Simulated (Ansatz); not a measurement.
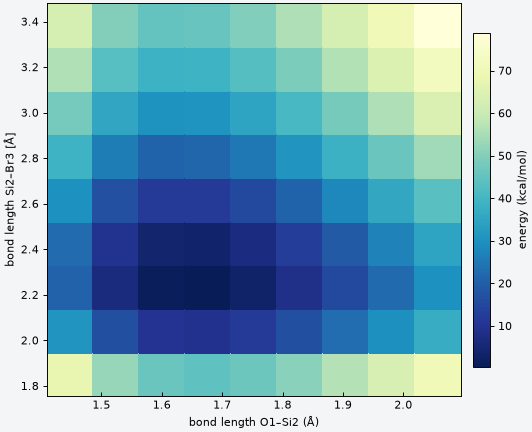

Energy landscape of BrH2OSi, SMILES O[SiH]Br, spin multiplicity 2. 
- The first coordinate is: bond length O1–Si2; the second: bond length Si2–Br3.
- Nothing is relaxed (all other coordinates rigid).
- Grid: 9 × 9 points.
- Points are written as (first, second).
- All energies are given in kcal/mol relative to the relaxed molecule at the same level.
- Computed with Ansatz, UKS B3LYP-D4/def2-TZVP.

The picture shows one coloured cell a grid point. 

Where are the wells?

Answer. The lowest grid point is at (1.676 Å, 2.234 Å), 0.37 kcal/mol from the relaxed molecule at the same level. No other kind of well shows on this grid. The highest grid point, (2.057 Å, 3.385 Å), lies 79 kcal/mol above the lowest. Round the minimum the two coordinates are weakly coupled (coupling 0.06 in units of the two stiffnesses).

Grid values (kcal/mol):

| bond length Si2–Br3 ↓, bond length O1–Si2 → | 1.448 | 1.524 | 1.600 | 1.676 | 1.753 | 1.829 | 1.905 | 1.981 | 2.057 |
| --- | --- | --- | --- | --- | --- | --- | --- | --- | --- |
| 3.385 | 63 | 50 | 45 | 46 | 50 | 56 | 63 | 71 | 79 |
| 3.193 | 56 | 43 | 38 | 39 | 43 | 49 | 56 | 64 | 72 |
| 3.001 | 48 | 35 | 30 | 31 | 35 | 41 | 48 | 56 | 64 |
| 2.809 | 39 | 26 | 21 | 21 | 25 | 31 | 38 | 46 | 54 |
| 2.617 | 30 | 17 | 12 | 12 | 15 | 21 | 28 | 36 | 44 |
| 2.426 | 23 | 9 | 4 | 4 | 7 | 12 | 19 | 27 | 35 |
| 2.234 | 21 | 7 | 1 | 0 | 3 | 9 | 15 | 22 | 30 |
| 2.042 | 31 | 16 | 10 | 9 | 12 | 17 | 23 | 30 | 37 |
| 1.850 | 68 | 53 | 46 | 44 | 46 | 51 | 57 | 63 | 70 |

Each point was launched as `ansatz run input.yaml --threads 1 --pin off --max-ram 2560MiB --backend cpu --events-out ev --progress --plain --runs-dir out`. The whole map (81 points run) took 13 min on 1 thread of Arm Neoverse V1, with other jobs on the host.
